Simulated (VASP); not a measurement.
Band structure of Ta (bcc). These are RPBE GGA, VASP's PBE PAW potentials (set 64) (plane waves; VASP) values and carry that method's errors.

Unless said otherwise, spin-orbit coupling is left out, though it shifts the bands of the heavy elements here.

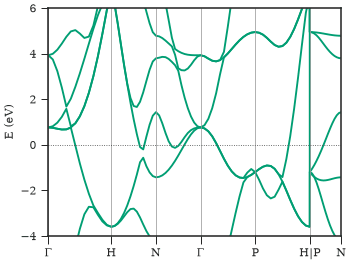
Figure: Bands along high-symmetry lines, zero at the valence-band maximum or, without a gap, the Fermi level

Task: Read the plot: is there a gap, and where are the band edges?

Result: It has no gap at this level: it comes out as a metal or semimetal. (Edges off the drawn lines would not show.)

The compound is Ta in the bcc structure. It was relaxed first.
